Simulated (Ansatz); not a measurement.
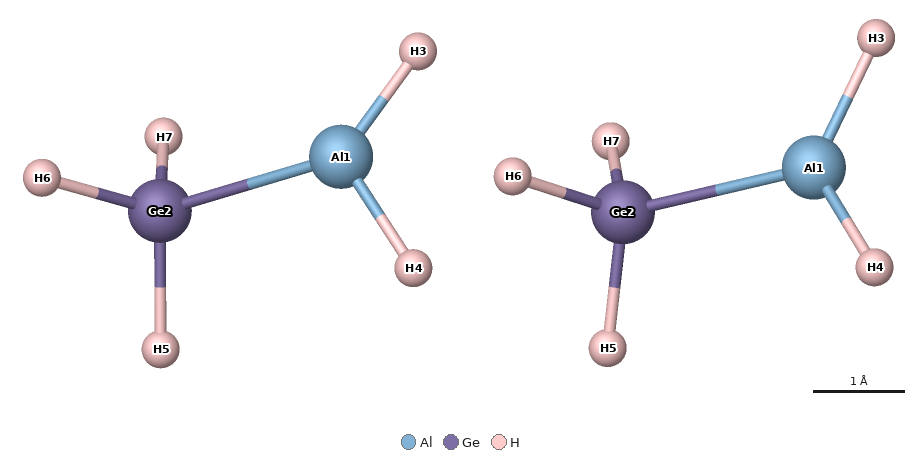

Two geometries of AlGeH5, drawn at one scale. One is the start of a relaxation, the other its converged end. The picture is a ball-and-stick view, seen at a tilt.

Computed with RKS PBE0-D4/def2-SVP (Ansatz 0.2.0). (no spin polarisation; force threshold 0.015 eV/Å; at most 40 steps)

Which of the two is the end point?

The right one is the relaxed one. The run prepares an end point of a later path (torsion) calculation, from a guessed geometry. The atom that moves furthest after the best rigid fit is Al1 (0.26 Å). By element the largest moves are Al 0.26 Å, H 0.20 Å, Ge 0.07 Å. Among the contacts that change: Al1–H3 1.502 → 1.592 Å, Ge2–H7 1.581 → 1.544 Å, Al1–H4 1.568 → 1.592 Å, Ge2–H5 1.562 → 1.544 Å. Among the angles between lasting bonds that change: Ge2–Al1–H4 114.3° → 120.4°, Al1–Ge2–H7 108.1° → 113.0°, H3–Al1–H4 114.9° → 119.2°. After 4 geometry steps the energy has fallen by 31.8 kJ/mol. The largest force component goes from 1.3 to 0.013 eV/Å. The run took 14 s on 1 thread of Arm Neoverse V1 (shared host), peak memory 0.15 GiB.
